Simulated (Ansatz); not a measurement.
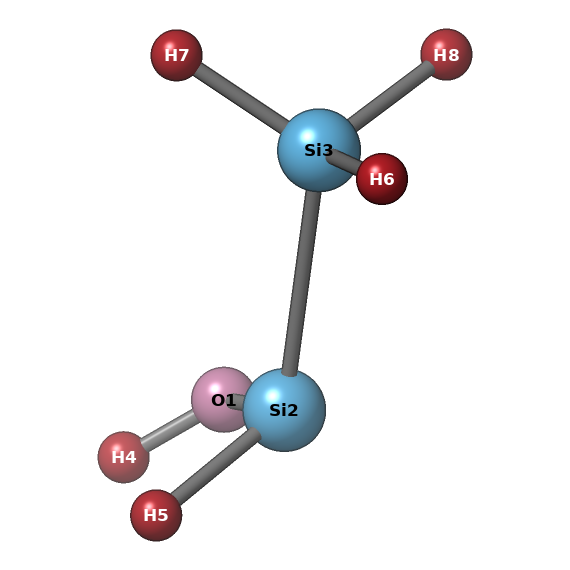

(Drawn from a calculation with Ansatz.)

O1 lies behind Si2. The molecule seen a little off the Si2–O1 bond, Si2 in front. Atoms fade into the background with distance from the viewer. State: neutral, doublet. Geometry: moved along internal coordinates away from the minimum.

### What is the torsion angle Si3–Si2–O1–H4? The sign is positive where the front bond must turn clockwise to cover the back bond.

−124°, anticlinal.
